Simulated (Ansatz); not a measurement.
# Cs2ReF4 (started from the K2NiF4 type) (I4/mmm): how robust is the cRPA U?

What does U in Cs2ReF4 (started from the K2NiF4 type) (I4/mmm) depend on besides the window?

Calculated with Ansatz 0.2.0; constrained RPA on PBEsol, plane waves, PAW.

The structure was built from a prototype and need not be the compound's stable phase.

### 1. The starting structure

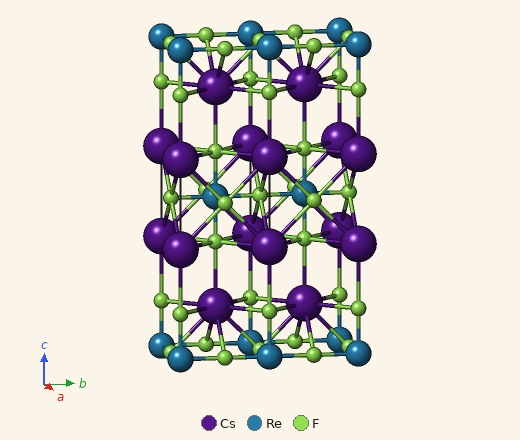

The starting structure, seen slightly off an axis (caesium purple, rhenium blue, fluorine green). 1×2×1 cells are drawn. This picture shows the conventional cell, with its axes. Some periodic images of atoms are drawn too.

The structure was relaxed with PBEsol. The structure type comes from a generator and need not be one that this composition takes. The structure was generated from a model, not taken from a measurement. The runs that relaxed it are not among those shown. The program's search for lower electronic states was switched off, so nothing shows that the state found is the lowest. Spin-orbit coupling is left out unless a step names it. The default PAW set here is soft_2. Its files were made with PBE.

### 2. Base: Re t2g, bands v3 to v1, 4×4×4 mesh, medium accuracy

Constrained RPA screens the interaction with every transition except those inside the target bands, which a later many-body model would treat itself.

input.yaml

```yaml
crystal:
  lattice:
    - [2.12297331, -2.12297331, 7.29814517]
    - [-2.12297331, 2.12297331, 7.29814517]
    - [-2.12297331, -2.12297331, -7.29814517]
  atoms:
    - { symbol: Cs, position: [0.3543751637, 0.3543751637, 0.0] }
    - { symbol: Cs, position: [0.6456248363, 0.6456248363, 0.0] }
    - { symbol: Re, position: [0.0, 0.0, 0.0] }
    - { symbol: F, position: [0.0, 0.5, 0.5] }
    - { symbol: F, position: [0.5, 0.0, 0.5] }
    - { symbol: F, position: [0.1457693893, 0.1457693893, 0.0] }
    - { symbol: F, position: [0.8542306107, 0.8542306107, 0.0] }
kpoints:
  mp_grid: { grid: [8, 8, 8] }
hamiltonian:
  xc: pbesol
scf:
  occupations: { method: gaussian, width: 0.08 }
  n_extra_bands: 19
  max_iter: 150
  lower_state_search: "off"
output:
  crpa:
    kmesh: [4, 4, 4]
    target_bands: [v3, v1]
    projections: [{ species: Re, l: d, shell: 5, orbitals: [dxz, dyz, dxy] }]
  local_orbitals:
    kmesh: [8, 8, 8]
    orbitals: [{ species: Re, l: d, shell: 5, orbitals: [dxz, dyz, dxy] }]
    window: { bands: [v3, v1] }
    seedname: lo
```

On the command line:

```console
> ansatz run input.yaml --threads 4 --pin off --max-ram 14745MiB --backend cpu --events-out ev --progress --plain --runs-dir out
```

Numbers of over 12 decimals in the logs are rounded to 6 here.

Log:

```text
scf.n_extra_bands = 19 over 31 filled bands (N_el = 61.0): the run solves 50 bands
Engine: ansatz 0.2.0, aarch64-unknown-linux-gnu
Pseudopotentials: kind: paw
Pseudopotential: Cs, paw, valence charge 9, recommended cutoff 420 eV (normal), Cs.paw.azcp
Pseudopotential: Re, paw, valence charge 15, recommended cutoff 420 eV (normal), Re.paw.azcp
Pseudopotential: F, paw, valence charge 7, recommended cutoff 420 eV (normal), F.paw.azcp
Functional definition: PBEsol
  exchange = pbesol_x
  correlation = pbesol_c
Crystal: 7 atoms, lattice volume = 131.571 Å³
Basis set: ecut = 420 eV, 2569 PW (Γ)
Bands: 50, of which v1, the nominal top of the filled ones, is band 31 counted from 1 (30 counted from 0)
Symmetry: 16 space group operations
Space group: I4/mmm (ITA 139), of the structure as read, at distance tolerance 5.1e-5 Å
k-points: 59 of 512
Non-local potential: Cs, projectors of the file, l = 0: 3, l = 1: 2, l = 2: 2, l = 3: 2
Non-local potential: Re, projectors of the file, l = 0: 3, l = 1: 2, l = 2: 2, l = 3: 1
Non-local potential: F, projectors of the file, l = 0: 2, l = 1: 2, l = 2: 1
PAW form: soft (Blöchl's): semilocal exchange-correlation on the pseudo side does not see the compensation charge
PAW frozen core: Cs, regenerated for the run's functional, and the local potential with it (the file was generated under x = pbe(κ = 0.804, μ = 0.219515), c = pbe(β = 0.066725))
PAW frozen core: Re, regenerated for the run's functional, and the local potential with it (the file was generated under x = pbe(κ = 0.804, μ = 0.219515), c = pbe(β = 0.066725))
PAW frozen core: F, regenerated for the run's functional, and the local potential with it (the file was generated under x = pbe(κ = 0.804, μ = 0.219515), c = pbe(β = 0.066725))
PAW one-centre angular grid: Cs, 194 points (default); XC on 64 Gauss nodes
PAW one-centre angular grid: Re, 590 points (default); XC on 64 Gauss nodes
PAW one-centre angular grid: F, 110 points (default); XC on 64 Gauss nodes
Initial density: superposition of atomic densities (neutral atoms: chi_scale 0, normalization atom), corrected by the library's trained network
Initial wavefunctions: pseudopotential atomic-orbital guess
Functional: x = pbesol(κ = 0.804, μ = 0.123457), c = pbesol(β = 0.046)
SCF iter   1: F=—  HF=-25111.473029 eV  |F-HF|=—  |Δ(HF+E_count)|=         —  Δρ=1.34e-2  dr2=1.59e-1  ethr=1.77e-3  ⟨swp⟩=6.3  Hψ=13197  notcnv=0  defer=324
preconditioner: auto → LDOS  [metal: Δε(μ)=0.009 eV  Ē_g=12.731 eV  σ=0.080 eV  W_gap=0.06  n_scr=32 (ndim 8)  ℏωp=20.7 eV  f_vac=0.068  D(μ)=6.65/eV (n_scr^D=54)  β→1.0]
SCF iter   2: F=—  HF=-25111.442961 eV  |F-HF|=—  |Δ(HF+E_count)|=   3.01e-2  Δρ=7.92e-3  dr2=4.07e-2  ethr=2.60e-4  ⟨swp⟩=2.3  Hψ=5287  notcnv=0  defer=803
[...]
SCF 1 converged in 10 iterations: F = -25111.432338 eV  dr2 = 1.68e-8
[...]
NSCF: frozen V_eff on 63 k-points
NSCF: frozen V_eff on 13 k-points
[...]
cRPA screening: q 1/64
cRPA screening: q 2/64
cRPA screening: q 6/64 (q-point 3)
cRPA screening: q 8/64 (q-point 5)
cRPA screening: q 16/64 (q-point 6)
cRPA screening: q 32/64 (q-point 9)
cRPA screening: q 36/64 (q-point 10)
cRPA screening: q 44/64 (q-point 22)
cRPA screening: q 46/64 (q-point 24)
cRPA screening: q 48/64 (q-point 27)
cRPA screening: q 56/64 (q-point 30)
cRPA screening: q 60/64 (q-point 31)
cRPA screening: q 64/64 (q-point 43)
SCF converged after 10 iterations
Free energy (F): -25111.432338 eV
Harris-Foulkes:  -25111.432338 eV  (|F-HF|=5.56e-9)
Internal energy: -25111.411360 eV  (E = F + TS)
E sigma→0 (E₀):  -25111.421849 eV
Entropy (-TS):   -0.020978 eV (-2.997 meV/atom)
Fermi energy:    10.183179 eV
--- Per-component energies (eV) ---
  E_band       = -388.038842
  E_kinetic    = 1652.486708
  E_local      = -5481.584250  (includes V_loc(G=0)·N_el)
  E_nonlocal   = 415.426724
  E_hartree    = 2218.669195
  E_xc         = -1059.383237
  E_vxc        = -960.191691  (∫ρ·V_xc dr)
  E_paw        = -19273.294496  (= ΣΔE_a)
  E_vpaw       = -451.525042  (= ΣTr[D̂ρ^β])
  E_aug_tail   = 0.007974  (compensation charges beyond the density's cutoff)
  E_ewald      = -3584.431330
  E_core_change = 0.691352  (= ΣΔE_core)
  E_smearing   = -0.020978  (= −TS)
  E_closure    = 0.000000  (closes the sum)
  Σ components = -25111.432338   (vs F -25111.432338, Δ=0.00e0)
--- Band table (eV; the first three rows and the last of 59) ---
  k-point 0: bands = [... 27 lower, 4.1643, 8.6961, 9.3306, 9.3306, 10.5197, 10.5681, 11.5815, 12.0303, ... 15 higher]
  k-point 1: bands = [... 27 lower, 4.1805, 9.0011, 9.4415, 9.4885, 11.0418, 11.1353, 11.8159, 12.3552, ... 15 higher]
  k-point 2: bands = [... 27 lower, 4.2368, 9.6575, 9.7336, 9.8357, 12.1471, 12.1572, 12.5341, 12.8879, ... 15 higher]
  k-point 58: bands = [... 27 lower, 4.2670, 8.6974, 9.4201, 9.4201, 10.5318, 10.9991, 11.8301, 12.0094, ... 15 higher]
--- cRPA (band scheme, projected local orbitals): target bands 29..31 (1-based), 3 Wannier function(s), 4×4×4 mesh, 62 bands' worth read of 67 solved, ecut_chi 136.0 eV, v(q+G=0) probe_charge, pair densities all_electron ---
  bands read: the sum over 62 bands ends inside a degenerate multiplet in 3 slots, whose members it reads at an even weight; the widest, k=23: bands 62 to 63 (counted from 1) at 1/2 each
  χ-basis size per q: N_G = 462..500
  window electrons = 5.0000, filled by tetrahedron_uncorrected; constrained ε̄⁻¹(q = 0, 0) head = 0.321266; min gauge Gram eig = 0.7883
  Kanamori averages over each shell's own Wannier functions (sites counted from 0, functions from 1):
    Site 2, 5D, 3 of 5 d orbitals (Wannier functions 1, 2, 3; wannier90's mr 2, 3, 5):
      screened: U = 4.2610 eV, U' = 3.5359 eV, J = 0.3225 eV
      screened, to within: U = 1.2e-2 eV, U' = 1.2e-2 eV, J = 5.5e-4 eV
      bare: V = 12.3556 eV, V' = 11.3548 eV, J = 0.4930 eV
  Hermiticity witness max|P − P†| over intra, direct and exchange elements: 4.44e-15 eV (screened), 4.89e-23 eV (bare)
  Reality witness max|Im| over intra, direct and exchange elements: 4.94e-18 eV (screened), 6.58e-19 eV (bare)
```

The job ended after 5.5 min (4 threads of Arm Neoverse V2, shared host; peak memory 1.1 GiB; 22 min of CPU time).

This step gave:

```yaml
u: 4.261 eV
u_prime_inter_orbital: 3.536 eV
j: 0.3225 eV
bare_v: 12.36 eV
bare_j: 0.4930 eV
stated_bound_on_u: 0.01169 eV
u_over_bare_v: 0.3449
electrons_in_the_window: 5.000
head_of_the_constrained_inverse_dielectric_matrix: 0.3213
least_eigenvalue_of_the_projection_s_overlap: 0.7883
target_functions: 3
bands_in_the_sums: 62
r_m_s_miss_of_the_model_bands: 1.19e-4 eV
width_of_the_target_bands: 1.887 eV
weight_of_the_projected_orbitals_in_the_window: 0.8705
```

On the Re t2g shell, screening brings the on-site interaction from 12.4 eV down to U = 4.26 eV.

### 3. Changed: 2×2×2 mesh

Changes to input.yaml since step 2:

```diff
@@ -24,9 +24,4 @@
   crpa:
-    kmesh: [4, 4, 4]
+    kmesh: [2, 2, 2]
     target_bands: [v3, v1]
     projections: [{ species: Re, l: d, shell: 5, orbitals: [dxz, dyz, dxy] }]
-  local_orbitals:
-    kmesh: [8, 8, 8]
-    orbitals: [{ species: Re, l: d, shell: 5, orbitals: [dxz, dyz, dxy] }]
-    window: { bands: [v3, v1] }
-    seedname: lo
```

Log:

```text
[...]
Crystal: 7 atoms, lattice volume = 131.571 Å³
Basis set: ecut = 420 eV, 2569 PW (Γ)
Bands: 50, of which v1, the nominal top of the filled ones, is band 31 counted from 1 (30 counted from 0)
Symmetry: 16 space group operations
[...]
k-points: 59 of 512
[...]
SCF iter   1: F=—  HF=-25111.473029 eV  |F-HF|=—  |Δ(HF+E_count)|=         —  Δρ=1.34e-2  dr2=1.59e-1  ethr=1.77e-3  ⟨swp⟩=6.3  Hψ=13197  notcnv=0  defer=324
[...]
SCF iter  10: F=-25111.432338 eV  HF=-25111.432338 eV  |F-HF|=5.56e-9  |Δ(HF+E_count)|=   2.36e-8  Δρ=4.20e-6  dr2=1.68e-8  ethr=1.64e-10  ⟨swp⟩=11.7  Hψ=12939  notcnv=0
SCF 1 converged in 10 iterations: F = -25111.432338 eV  dr2 = 1.68e-8
[...]
NSCF: frozen V_eff on 4 k-points
[...]
cRPA screening: q 1/8
cRPA screening: q 2/8
cRPA screening: q 4/8 (q-point 3)
cRPA screening: q 8/8
SCF converged after 10 iterations
Free energy (F): -25111.432338 eV
[...]
Internal energy: -25111.411360 eV  (E = F + TS)
E sigma→0 (E₀):  -25111.421849 eV
Entropy (-TS):   -0.020978 eV (-2.997 meV/atom)
Fermi energy:    10.183179 eV
[...]
--- Band table (eV; the first three rows and the last of 59) ---
  k-point 0: bands = [... 27 lower, 4.1643, 8.6961, 9.3306, 9.3306, 10.5197, 10.5681, 11.5815, 12.0303, ... 15 higher]
  k-point 1: bands = [... 27 lower, 4.1805, 9.0011, 9.4415, 9.4885, 11.0418, 11.1353, 11.8159, 12.3552, ... 15 higher]
  k-point 2: bands = [... 27 lower, 4.2368, 9.6575, 9.7336, 9.8357, 12.1471, 12.1572, 12.5341, 12.8879, ... 15 higher]
  k-point 58: bands = [... 27 lower, 4.2670, 8.6974, 9.4201, 9.4201, 10.5318, 10.9991, 11.8301, 12.0094, ... 15 higher]
[...]
χ-basis size per q: N_G = 462..474
[...]
Site 2, 5D, 3 of 5 d orbitals (Wannier functions 1, 2, 3; wannier90's mr 2, 3, 5):
      screened: U = 4.4358 eV, U' = 3.6932 eV, J = 0.3218 eV
      screened, to within: U = 1.2e-2 eV, U' = 1.2e-2 eV, J = 5.6e-4 eV
      bare: V = 12.5566 eV, V' = 11.5394 eV, J = 0.4984 eV
[...]
```

The job ended after 24 s (4 threads; peak memory 0.91 GiB; 91 s of CPU time).

This step gave:

| Property | Result |
| --- | --- |
| U | 4.436 eV |
| U prime (inter-orbital) | 3.693 eV |
| J | 0.3218 eV |
| bare V | 12.56 eV |
| bare J | 0.4984 eV |
| stated bound on U | 0.01145 eV |
| U over bare V | 0.3533 |
| electrons in the window | 5 |
| head of the constrained inverse dielectric matrix | 0.2936 |
| least eigenvalue of the projection's overlap | 0.7883 |
| target functions | 3 |
| bands in the sums | 62 |
| width of the target bands | 1.887 eV |
| weight of the projected orbitals in the window | 0.8705 |

On the Re t2g shell, screening brings the on-site interaction from 12.6 eV down to U = 4.44 eV.

### 4. Changed: accuracy high

Changes to input.yaml since step 3:

```diff
@@ -24,4 +24,5 @@
   crpa:
-    kmesh: [2, 2, 2]
+    kmesh: [4, 4, 4]
     target_bands: [v3, v1]
     projections: [{ species: Re, l: d, shell: 5, orbitals: [dxz, dyz, dxy] }]
+    accuracy: high
```

Log:

```text
[...]
Crystal: 7 atoms, lattice volume = 131.571 Å³
Basis set: ecut = 420 eV, 2569 PW (Γ)
Bands: 50, of which v1, the nominal top of the filled ones, is band 31 counted from 1 (30 counted from 0)
Symmetry: 16 space group operations
[...]
k-points: 59 of 512
[...]
k-point 58: bands = [... 27 lower, 4.2670, 8.6974, 9.4201, 9.4201, 10.5318, 10.9991, 11.8301, 12.0094, ... 15 higher]
[...]
χ-basis size per q: N_G = 462..500
[...]
Site 2, 5D, 3 of 5 d orbitals (Wannier functions 1, 2, 3; wannier90's mr 2, 3, 5):
      screened: U = 4.2625 eV, U' = 3.5374 eV, J = 0.3226 eV
      screened, to within: U = 7.0e-4 eV, U' = 7.0e-4 eV, J = 4.5e-5 eV
      bare: V = 12.3556 eV, V' = 11.3548 eV, J = 0.4930 eV
[...]
[key lines of the parts left out:]
SCF converged after 10 iterations
Free energy (F): -25111.432338 eV
Fermi energy:    10.183179 eV
```

The job ended after 8.8 min (4 threads; peak memory 1.2 GiB; 35 min of CPU time).

Numbers from this step:

- U: 4.263 eV
- U prime (inter-orbital): 3.537 eV
- J: 0.3226 eV
- bare V: 12.36 eV
- bare J: 0.4930 eV
- stated bound on U: 6.92e-4 eV
- U over bare V: 0.3450
- electrons in the window: 5.000
- head of the constrained inverse dielectric matrix: 0.3213
- least eigenvalue of the projection's overlap: 0.7883
- target functions: 3
- bands in the sums: 62
- width of the target bands: 1.887 eV
- weight of the projected orbitals in the window: 0.8705

On the Re t2g shell, screening brings the on-site interaction from 12.4 eV down to U = 4.26 eV.

### 5. Changed: accuracy low

Changes to input.yaml since step 4:

```diff
@@ -27,2 +27,2 @@
     projections: [{ species: Re, l: d, shell: 5, orbitals: [dxz, dyz, dxy] }]
-    accuracy: high
+    accuracy: low
```

Log:

```text
[...]
Crystal: 7 atoms, lattice volume = 131.571 Å³
Basis set: ecut = 420 eV, 2569 PW (Γ)
Bands: 50, of which v1, the nominal top of the filled ones, is band 31 counted from 1 (30 counted from 0)
Symmetry: 16 space group operations
[...]
k-points: 59 of 512
[...]
k-point 58: bands = [... 27 lower, 4.2670, 8.6974, 9.4201, 9.4201, 10.5318, 10.9991, 11.8301, 12.0094, ... 15 higher]
[...]
χ-basis size per q: N_G = 462..500
[...]
Site 2, 5D, 3 of 5 d orbitals (Wannier functions 1, 2, 3; wannier90's mr 2, 3, 5):
      screened: U = 4.2247 eV, U' = 3.5033 eV, J = 0.3212 eV
      screened, to within: U = 1.1e-1 eV, U' = 1.1e-1 eV, J = 6.1e-3 eV
      bare: V = 12.3556 eV, V' = 11.3548 eV, J = 0.4930 eV
[...]
[key lines of the parts left out:]
SCF converged after 10 iterations
Free energy (F): -25111.432338 eV
Fermi energy:    10.183179 eV
```

Wall time 4.4 min (4 threads); peak memory 1 GiB.

This step gave:

| Property | Result |
| --- | --- |
| U | 4.225 eV |
| U prime (inter-orbital) | 3.503 eV |
| J | 0.3212 eV |
| bare V | 12.36 eV |
| bare J | 0.4930 eV |
| stated bound on U | 0.1065 eV |
| U over bare V | 0.3419 |
| electrons in the window | 5.000 |
| head of the constrained inverse dielectric matrix | 0.3211 |
| least eigenvalue of the projection's overlap | 0.7883 |
| target functions | 3 |
| bands in the sums | 62 |
| width of the target bands | 1.887 eV |
| weight of the projected orbitals in the window | 0.8705 |

On the Re t2g shell, screening brings the on-site interaction from 12.4 eV down to U = 4.22 eV.

### 6. Changed: orbitals of another atom

Changes to input.yaml since step 5:

```diff
@@ -26,3 +26,2 @@
     target_bands: [v3, v1]
-    projections: [{ species: Re, l: d, shell: 5, orbitals: [dxz, dyz, dxy] }]
-    accuracy: low
+    projections: [{ species: F, l: p }]
```

Log:

```text
Error: invalid value for `output.crpa.projections`: 12 orbital(s) selected but the target window spans 3 band(s); name one orbital per band of it
```

Wall time 0.12 s (4 threads); peak memory 0.097 GiB.

The input was rejected at the start.

The program's message: “Error: invalid value for `output.crpa.projections`: 12 orbital(s) selected but the target window spans 3 band(s); name one orbital per band of it”

The fault put into this input: trial orbitals that do not match the target bands.

(Continued in part 2 of 2.)

[Paths, hosts, dates, memory and timing lines, banners, echoed tables and standing remarks are left out of the program output.]

[Logs are printed without paths, hosts, clocks, repeated set-up lines and the standing remarks that a program may print on its own settings, such as how far it seeks lower states.]

[Runs of the session that timed out or met a known fault of the program may be left out.]

[Hosts, paths, dates, database ids (printed as entryN), source tags and the programs' standing remarks are cut or masked in the printed files.]
